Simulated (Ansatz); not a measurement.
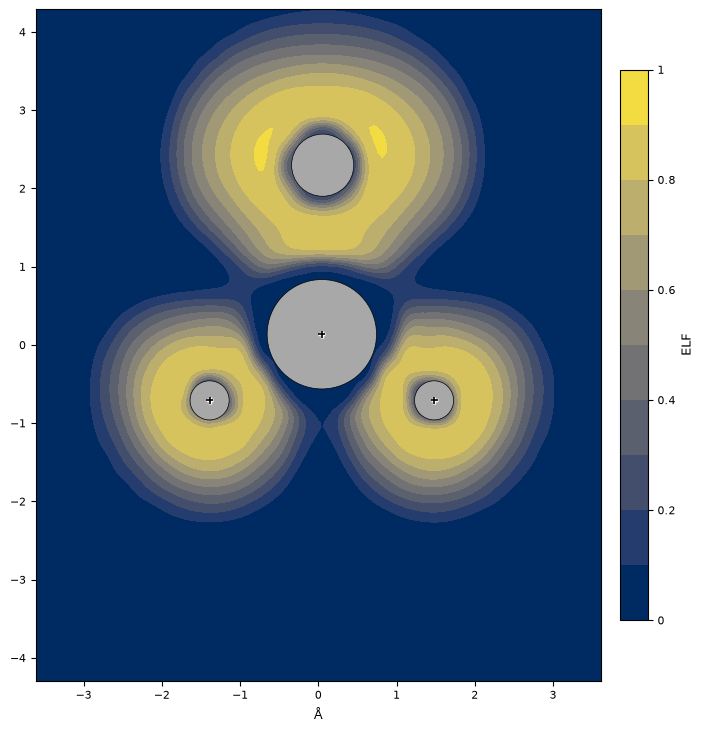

The electron localisation function on a plane through atoms (crosses mark nuclei in the plane; grey discs cover the cores).

Level of theory: Ansatz 0.2.0, RKS PBE/def2-SVP.

Candidates:
A. Cl₃F₂HOW···HBr
B. AlClF₂···SiH₄

> Which candidate gave the map?

Candidate B: AlClF₂···SiH₄ on the plane of atoms F3, Al1 and F4, which holds Al and F. Al–F (1.66 Å): the ELF peaks at about 0.85 in the valence shell of F, 0.5 Å from its nucleus, and is about 0.30 at the midpoint.
